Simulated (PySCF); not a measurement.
SnHMe2(NMe2) (C4H13NSn).

Level of theory: PBE0/def2-SVP (PySCF), at a geometry from GFN2-xTB. Core potentials replace the inner electrons of Sn; spin–orbit coupling isn't included. No frequency check shows the geometry to be a minimum. GFN2-xTB bond lengths at metals and heavier atoms can be off by up to 0.1 Å and shapes distorted, which carries into these values. Without diffuse functions Rydberg states are missing, so the states' numbers hold for this basis only.

Geometry (Å), atoms numbered from 1:

```
Sn1     -0.5066   -0.0883   -0.2678
H2      -0.6259   -0.5452   -1.8985
C3      -1.2581   -1.6937    1.0458
H4      -2.3108   -1.8620    0.8564
H5      -1.1278   -1.3954    2.0812
H6      -0.7154   -2.6158    0.8713
C7      -1.4996    1.8176    0.0796
H8      -1.5817    2.0143    1.1432
H9      -2.4958    1.7975   -0.3457
H10     -0.9352    2.6176   -0.3849
N11      1.5163    0.3161   -0.1140
C12      2.4417   -0.6612   -0.6292
C13      1.9899    0.8529    1.1368
H14      3.3964   -0.1694   -0.8304
H15      2.0632   -1.0706   -1.5630
H16      2.6267   -1.4858    0.0714
H17      1.2888    1.5946    1.5146
H18      2.1384    0.0815    1.9046
H19      2.9507    1.3459    0.9700
```

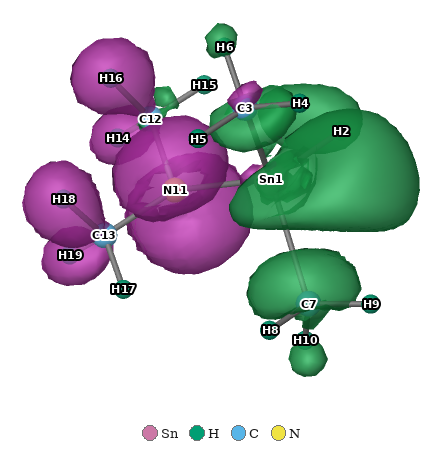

Unrelaxed difference density of S₂ less the ground state (TDA singlet states), ±0.015 e/Å³; green: gain, purple: loss.

**How does the charge move on excitation?**

0.90 e is displaced in all, of which about 0.8 e passes between atoms: N11 (0.55 e) and C13 (0.07 e) lose electrons and Sn1 (0.30 e) and C7 (0.14 e) gain them. The state: 5.67 eV (219 nm), f = 0.009, charge transfer, whose energy this functional puts too low; the leading pair carries 100 %; hole on N11 (56 %), Sn1 (7 %) and C12 and C13 (7 % each), electron on Sn1 (37 %), C7 (15 %) and C3 (9 %); their centroids lie 2.8 Å apart.
